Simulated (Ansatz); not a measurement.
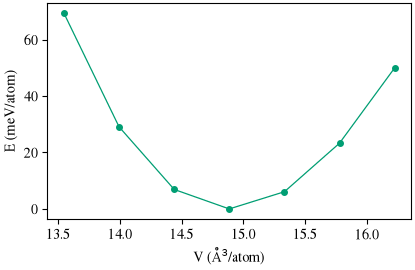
BaHfO$_{3}$ (cubic perovskite, Pm-3m) under volume change, DFT-PBE in the program Ansatz with PAW potentials, scaled uniformly.

### Question
What does a third-order Birch–Murnaghan fit give for V₀, B₀ and B′?

### Answer
V₀ = 14.89 Å³/atom, B₀ = 155 GPa, B′ = 4.4.

The cell was relaxed with PBE under the symmetry of its start. No spin polarisation was allowed. Scalar-relativistic: spin–orbit coupling is off unless named, which matters more the heavier the elements.

Potentials: the earlier of the program's two PAW sets.
